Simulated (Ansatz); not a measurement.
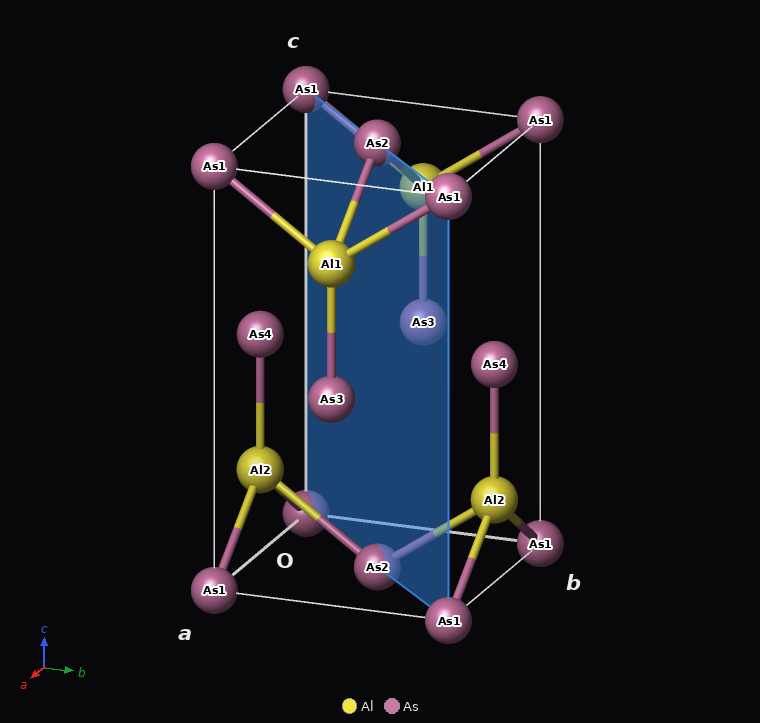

For AlAs₂, coordinates from a relaxation with DFT PBE, scalar-relativistic, plane waves, PAW (Ansatz 0.2.0); the starting structure was generated, so it need not be a known form of this composition: the shaded plane is a symmetry element of the crystal. The drawing is computed from the coordinates (standard cell, symmetry found to 0.002 Å).

a = 4.244 Å, b = 4.244 Å, c = 7.574 Å, α = 90.00°, β = 90.00°, γ = 90.00°.

| atom | x | y | z |
| --- | --- | --- | --- |
| Al1 | 0.0000 | 0.5000 | 0.8058 |
| Al2 | 0.5000 | 0.0000 | 0.1942 |
| As1 | 0.0000 | 0.0000 | 0.0000 |
| As2 | 0.5000 | 0.5000 | 0.0000 |
| As3 | 0.0000 | 0.5000 | 0.4867 |
| As4 | 0.5000 | 0.0000 | 0.5133 |

Question: Is it a mirror or a glide plane, and what is the operation?

Answer: It is a glide plane with glide vector (1/2, 1/2, 0), parallel to (1 −1 0), through (1/2, 1/2, 1/2): x, y, z → y+1/2, x+1/2, z.

Question: Onto which atom does it carry each atom (up to whole multiples of a, b and c)?

Answer: Al1 → Al1, Al2 → Al2, As1 → As2, As2 → As1, As3 → As3, As4 → As4.

Question: What is the crystal's space group?

Answer: P4/nmm (No. 129, origin choice 1).
